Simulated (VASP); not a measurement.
Band structure of MnF2 (rutile). These are SCAN meta-GGA, VASP's PBE PAW potentials (set 64) (plane waves; VASP) values and carry that method's errors.

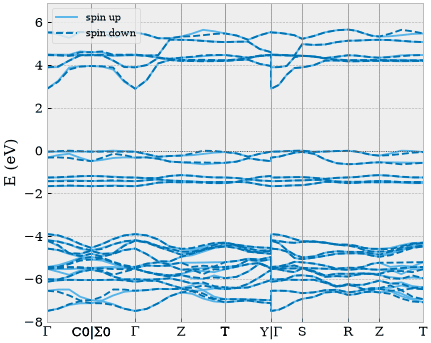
*Bands along high-symmetry lines, zero at the valence-band maximum or, without a gap, the Fermi level*

Q: Read the plot: is there a gap, and where are the band edges?

A: The gap is indirect, 2.89 eV, from the valence maximum at (0.40, 0.20, 0.50) to the conduction minimum at Γ.

The compound is MnF2 in the rutile structure. It was relaxed first.
